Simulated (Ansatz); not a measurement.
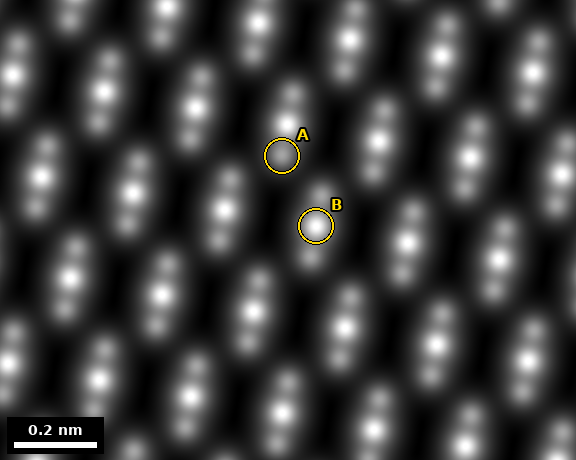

Projected-potential map of Ru (P6_3/mmc, No. 194) along [201]. Computed as the sum of neutral-atom potentials (tabulated electron scattering factors, B = 0.8 Å²) projected along the beam and smoothed by 0.25 Å; brighter is more positive. The display is stretched by a gamma of 0.7; percentages refer to the linear signal. Structure used: the end point of a relaxation with DFT, LDA (PW92), plane waves (420 eV) with PAW, scalar-relativistic (Ansatz); the starting structure was generated, so it need not be a known form of this composition.

```cif
data_structure
_symmetry_space_group_name_H-M 'P6_3/mmc'
_symmetry_Int_Tables_number 194
_cell_length_a 2.6640
_cell_length_b 2.6640
_cell_length_c 8.5544
_cell_angle_alpha 90.000
_cell_angle_beta 90.000
_cell_angle_gamma 120.000
_cell_volume 52.58
loop_
_atom_site_label
_atom_site_type_symbol
_atom_site_symmetry_multiplicity
_atom_site_Wyckoff_symbol
_atom_site_fract_x
_atom_site_fract_y
_atom_site_fract_z
_atom_site_occupancy
Ru1 Ru 2 a 0.00000 0.00000 0.00000 1
Ru2 Ru 2 c 0.33333 0.66667 0.25000 1
```

> Assign the marked columns.

A: Ru (1 Ru per 10.08 Å along the beam; about 50 % of the brightest peak). B: Ru (2 Ru per 10.08 Å along the beam; the brightest kind). Brightness is counted from the darkest point of the image.
